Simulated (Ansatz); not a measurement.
# Run report: GaH2Cl3, geometry relaxation (part 2 of 2)

The same run, continued: GaH2Cl3; RKS PBE0-D4/def2-TZVP (Ansatz 0.2.0). The geometry is a transition state displaced along its imaginary mode. The reaction was set up to form Ga1–Cl6 and H2–H5 and to break Ga1–H2 and H5–Cl6 (atoms counted from 1 in the order of the input); sticks are drawn by distance alone.

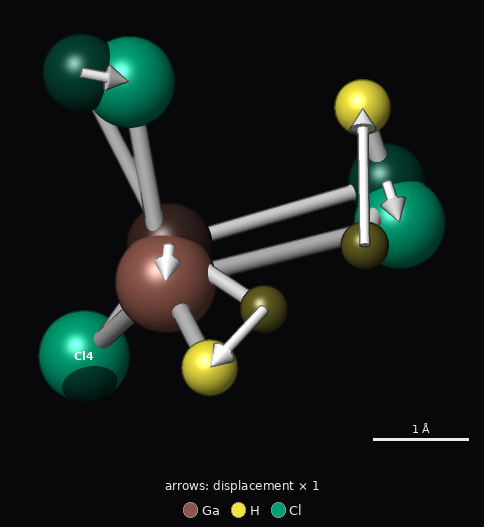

Figure 1. Start (faint) and end (solid) with the displacements as white arrows, at true length (ball-and-stick view, seen at a tilt). The two geometries are laid on each other by the best rigid fit. H5 moves most after the best rigid fit: 1.58 Å. Largest moves by element: H 1.58 Å, Cl 0.53 Å, Ga 0.44 Å. Among the contacts that change: Ga1–Cl6 2.549 → 2.717 Å, H5–Cl6 1.171 → 1.289 Å, Ga1–Cl3 2.144 → 2.164 Å, Ga1–H2 1.540 → 1.545 Å. Among the angles that change: Ga1–Cl6–H5 52.5° → 84.0°, H2–Ga1–Cl6 75.6° → 97.5°, Cl3–Ga1–Cl6 105.7° → 89.3°. Over 46 geometry steps the energy falls by 0.843 eV. The largest force component goes from 4.1 to 0.0049 eV/Å. The line search rejected the trial steps at points 6, 9, 20, 22, 28, 32, 35, 39 (counted from 0) and went back. (Atoms are counted from 1 in the order of the input.)

```
mean field -89963.75290132 eV, -3306.1069395015 hartree, gradient 4.7e-6 eV, S^2 0.000000; 1 other end points of the search recorded, 0 dependent functions left out
the calculation of the forces begins
reference -89963.75293040 eV, -3306.1069405703 hartree; 42, 42 occupied and 129, 129 virtual orbitals, 1305 factors
Total energy: -89963.92219362 eV, -3306.1131608788 hartree
Atom 0 at     0.016466     0.703335    -0.500030 Å, force    -0.000243     0.000253    -0.001275 eV/Å
Atom 1 at     1.427696     1.116813    -0.974820 Å, force     0.003931     0.000299    -0.001937 eV/Å
Atom 2 at    -1.056078    -0.909483    -1.465006 Å, force     0.001475    -0.000506     0.003172 eV/Å
Atom 3 at    -1.229782     1.978627     0.680997 Å, force    -0.002428     0.000503     0.002419 eV/Å
Atom 4 at     0.052458    -1.865459     0.809427 Å, force     0.002173     0.001182     0.002569 eV/Å
Atom 5 at     0.789140    -1.023832     1.449532 Å, force    -0.004908    -0.001730    -0.004948 eV/Å
Dipole moment:     0.380139    -0.322248     0.144506 e Å
```

Trajectory as extended XYZ (Å, eV, eV/Å), 16 of the 47 frames kept, from step=1 to step=47
```
6
Properties=species:S:1:pos:R:3:forces:R:3 step=1 energy=-89963.07919
Ga   -0.2156    0.4271   -0.3813   -0.6862   0.8201  -0.6727
H     1.3022    0.1802   -0.4664    0.5195   0.3003  -0.4153
Cl   -1.4466   -0.4841   -1.8816   -0.0101   0.1083   0.2271
Cl   -0.8735    2.1376    0.7315   -0.0815  -0.2171  -0.0973
H     1.0066   -0.8680    0.6501    4.1496   1.8362  -2.7525
Cl    0.2268   -1.3929    1.3478   -3.8913  -2.8478   3.7108
6
Properties=species:S:1:pos:R:3:forces:R:3 step=4 energy=-89963.77598
Ga   -0.1329    0.5566   -0.5292   -0.2990   0.0692  -0.0020
H     1.4118    0.4237   -0.7344   -0.1744   0.0278   0.0102
Cl   -1.5550   -0.4341   -1.8033    0.1901   0.0909   0.0839
Cl   -1.0049    2.0850    0.7081    0.1441  -0.1208  -0.1281
H     1.2357   -1.2112    0.9421   -0.2986  -0.2429   0.3105
Cl    0.0451   -1.4200    1.4168    0.4377   0.1757  -0.2746
6
Properties=species:S:1:pos:R:3:forces:R:3 step=7 energy=-89963.84063 accepted=F
Ga   -0.1560    0.6456   -0.6131   -0.0168  -0.1703   0.1747
H     1.3724    0.5560   -0.8580   -0.0226   0.0677  -0.0629
Cl   -1.5618   -0.4515   -1.7971    0.0051   0.0745  -0.0463
Cl   -1.0092    2.0807    0.7264   -0.0013   0.0457  -0.0752
H     1.3108   -1.4767    1.1913   -0.0093  -0.0250   0.0270
Cl    0.0436   -1.3542    1.3508    0.0449   0.0074  -0.0173
6
Properties=species:S:1:pos:R:3:forces:R:3 step=10 energy=-89963.85111 accepted=F
Ga   -0.1547    0.6106   -0.5780   -0.0271   0.0095  -0.0031
H     1.3645    0.5797   -0.8795    0.0144  -0.0117   0.0086
Cl   -1.5657   -0.4268   -1.8095   -0.0020  -0.0061  -0.0043
Cl   -1.0163    2.0947    0.7023    0.0003   0.0042   0.0060
H     1.3197   -1.5024    1.2130   -0.0039  -0.0109   0.0115
Cl    0.0524   -1.3559    1.3519    0.0184   0.0149  -0.0187
6
Properties=species:S:1:pos:R:3:forces:R:3 step=13 energy=-89963.85145
Ga   -0.1583    0.6151   -0.5813    0.0001   0.0002   0.0003
H     1.3626    0.5788   -0.8772    0.0009   0.0000  -0.0001
Cl   -1.5680   -0.4256   -1.8119   -0.0003  -0.0006  -0.0001
Cl   -1.0198    2.0979    0.7009   -0.0004   0.0003   0.0003
H     1.3246   -1.5168    1.2215    0.0075  -0.0012  -0.0013
Cl    0.0589   -1.3493    1.3481   -0.0079   0.0013   0.0010
6
Properties=species:S:1:pos:R:3:forces:R:3 step=16 energy=-89963.85150
Ga   -0.1577    0.6169   -0.5800    0.0000   0.0005   0.0007
H     1.3635    0.5829   -0.8752    0.0000   0.0002   0.0009
Cl   -1.5632   -0.4298   -1.8105    0.0004  -0.0007   0.0003
Cl   -1.0247    2.0997    0.6984   -0.0002   0.0001  -0.0008
H     1.3206   -1.5321    1.2081    0.0071  -0.0024  -0.0027
Cl    0.0615   -1.3376    1.3594   -0.0073   0.0024   0.0016
6
Properties=species:S:1:pos:R:3:forces:R:3 step=19 energy=-89963.85218
Ga   -0.1548    0.6236   -0.5756   -0.0004   0.0018   0.0008
H     1.3670    0.6001   -0.8696   -0.0037   0.0005   0.0044
Cl   -1.5453   -0.4465   -1.8038    0.0034  -0.0010   0.0026
Cl   -1.0420    2.1060    0.6897    0.0004  -0.0016  -0.0038
H     1.3011   -1.5883    1.1611   -0.0216  -0.0006  -0.0019
Cl    0.0739   -1.2950    1.3983    0.0219   0.0009  -0.0021
6
Properties=species:S:1:pos:R:3:forces:R:3 step=22 energy=-89963.85538
Ga   -0.1485    0.6324   -0.5629    0.0188   0.0198  -0.0150
H     1.3731    0.6384   -0.8591   -0.0065  -0.0030   0.0062
Cl   -1.5099   -0.4825   -1.7841   -0.0008  -0.0132   0.0014
Cl   -1.0715    2.1182    0.6721   -0.0064  -0.0023   0.0074
H     1.2449   -1.6903    1.0775   -0.0623   0.0134   0.0064
Cl    0.1119   -1.2162    1.4565    0.0571  -0.0148  -0.0063
6
Properties=species:S:1:pos:R:3:forces:R:3 step=26 energy=-89963.86060
Ga   -0.1391    0.6538   -0.5608    0.0209  -0.0076   0.0111
H     1.3820    0.6887   -0.8548   -0.0114   0.0170  -0.0114
Cl   -1.4646   -0.5322   -1.7567    0.0085  -0.0018   0.0071
Cl   -1.1049    2.1216    0.6642   -0.0037  -0.0044  -0.0064
H     1.1478   -1.8068    0.9952   -0.2356   0.1431   0.1047
Cl    0.1787   -1.1251    1.5130    0.2212  -0.1463  -0.1050
6
Properties=species:S:1:pos:R:3:forces:R:3 step=29 energy=-89963.84189 accepted=F
Ga   -0.1137    0.6938   -0.5553   -0.0019  -0.0758   0.0479
H     1.3966    0.8101   -0.8654    0.0111   0.0598  -0.0629
Cl   -1.3616   -0.6444   -1.6823    0.0257   0.0401   0.0244
Cl   -1.1534    2.1178    0.6629   -0.0019  -0.0073  -0.0355
H     0.8892   -1.9955    0.8860   -0.5627   1.0057   0.6371
Cl    0.3427   -0.9819    1.5541    0.5297  -1.0226  -0.6110
6
Properties=species:S:1:pos:R:3:forces:R:3 step=32 energy=-89963.88529
Ga   -0.0848    0.6985   -0.5382    0.0081  -0.0399   0.0018
H     1.4054    0.8897   -0.9072    0.0041   0.0223  -0.0105
Cl   -1.2986   -0.7057   -1.6222    0.0131   0.0046   0.0110
Cl   -1.1635    2.1051    0.6603   -0.0154   0.0180   0.0022
H     0.7327   -2.0010    0.8434   -0.0391   0.0353   0.0203
Cl    0.4087   -0.9867    1.5639    0.0291  -0.0403  -0.0247
6
Properties=species:S:1:pos:R:3:forces:R:3 step=35 energy=-89963.89082
Ga   -0.0672    0.6974   -0.5286   -0.0068   0.0159   0.0288
H     1.4112    0.9387   -0.9161   -0.0021   0.0036  -0.0128
Cl   -1.2556   -0.7527   -1.5836    0.0246  -0.0029   0.0167
Cl   -1.1747    2.0943    0.6584   -0.0073   0.0010  -0.0158
H     0.6083   -2.0070    0.8031   -0.0570   0.2206   0.1750
Cl    0.4779   -0.9708    1.5670    0.0486  -0.2381  -0.1919
6
Properties=species:S:1:pos:R:3:forces:R:3 step=38 energy=-89963.90173
Ga   -0.0473    0.7068   -0.5134   -0.0029   0.0039   0.0085
H     1.4154    0.9906   -0.9291   -0.0010   0.0074  -0.0042
Cl   -1.1968   -0.8054   -1.5310    0.0162  -0.0008   0.0092
Cl   -1.1935    2.0886    0.6520   -0.0052  -0.0063  -0.0089
H     0.4615   -2.0036    0.7749   -0.0278   0.0784   0.0578
Cl    0.5607   -0.9769    1.5467    0.0207  -0.0826  -0.0625
6
Properties=species:S:1:pos:R:3:forces:R:3 step=41 energy=-89963.91307
Ga   -0.0170    0.7121   -0.4945   -0.0053   0.0013  -0.0066
H     1.4196    1.0558   -0.9514    0.0051   0.0046   0.0084
Cl   -1.1216   -0.8683   -1.4672   -0.0060  -0.0090  -0.0175
Cl   -1.2147    2.0651    0.6509    0.0001  -0.0131   0.0006
H     0.2733   -1.9699    0.7541    0.0128   0.1409   0.0901
Cl    0.6603   -0.9948    1.5081   -0.0068  -0.1248  -0.0750
6
Properties=species:S:1:pos:R:3:forces:R:3 step=44 energy=-89963.92186
Ga    0.0170    0.7041   -0.4941    0.0160  -0.0096   0.0036
H     1.4283    1.1143   -0.9739   -0.0097  -0.0018  -0.0019
Cl   -1.0512   -0.9243   -1.4417   -0.0055   0.0087  -0.0122
Cl   -1.2289    1.9859    0.6789   -0.0069   0.0028   0.0002
H     0.0566   -1.8543    0.7776    0.0059   0.0053   0.0113
Cl    0.7780   -1.0257    1.4532    0.0003  -0.0054  -0.0010
6
Properties=species:S:1:pos:R:3:forces:R:3 step=47 energy=-89963.92216
Ga    0.0165    0.7033   -0.5000   -0.0002   0.0003  -0.0013
H     1.4277    1.1168   -0.9748    0.0039   0.0003  -0.0019
Cl   -1.0561   -0.9095   -1.4650    0.0015  -0.0005   0.0032
Cl   -1.2298    1.9786    0.6810   -0.0024   0.0005   0.0024
H     0.0525   -1.8655    0.8094    0.0022   0.0012   0.0026
Cl    0.7891   -1.0238    1.4495   -0.0049  -0.0017  -0.0049
```

The run was set up as follows.

Input
```yaml
crystal:
  periodic: [false, false, false]
  atoms:
    - {symbol: Ga, position_ang: [-0.215592, 0.427138, -0.381257]}
    - {symbol: H, position_ang: [1.302153, 0.180242, -0.466360]}
    - {symbol: Cl, position_ang: [-1.446552, -0.484133, -1.881607]}
    - {symbol: Cl, position_ang: [-0.873485, 2.137577, 0.731481]}
    - {symbol: H, position_ang: [1.006555, -0.867963, 0.650080]}
    - {symbol: Cl, position_ang: [0.226821, -1.392861, 1.347763]}
basis:
  gaussian: {orbitals: def2-TZVP}
hamiltonian: {xc: pbe0, dispersion: d4}
relax: {f_tol: 0.005, max_steps: 200}
```

Launch command:
```bash
ansatz run in.yaml --threads 4 --pin off --events-out ev --progress --plain --max-ram 9574MiB
```

Results in brief

- outcome: converged
- total energy: −89963.9222 eV
- mean-field energy: −89963.7529 eV
- dispersion energy: −0.1693 eV
- SCF solution under orbital rotations: stable
- largest force (length of the vector) at the end: 0.007 eV/Å
- dipole moment: 2.49 D
- hardware: 4 threads of Arm Neoverse V2, 23 GiB of memory available, shared host
- wall time: 1.8 min (CPU time 6.7 min)
- peak memory: 0.52 GiB
